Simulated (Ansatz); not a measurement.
The starting structures come from a database of crystals and need not be the phases stable at ambient conditions.

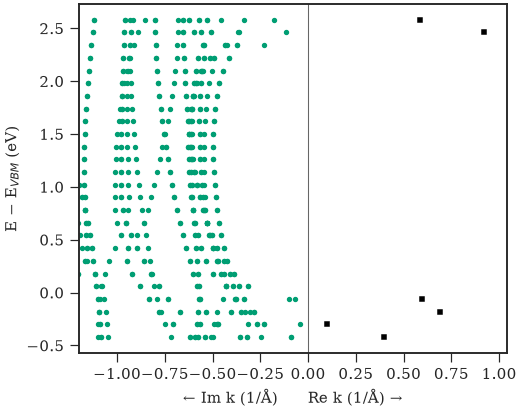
Fig. 1. Complex bands at the centre of the two-dimensional zone; r2SCAN (Ansatz, a first-principles code)

No gap correction and no spin-orbit coupling; mid-gap values are interpolated between computed energies.

Problem. This is VPO₅ (P4/n, not sure to be the ambient phase, 14 atoms a cell, 11.5 Å³ an atom, -4 GPa at this level) along the normal of (111). Read off the slowest decay at the centre of the two-dimensional zone at 1.14 eV, the computed energy nearest the middle of the gap.

Solution. κ ≈ 0.49 1/Å, a decay length 1/(2κ) of the density of 1.0 Å.
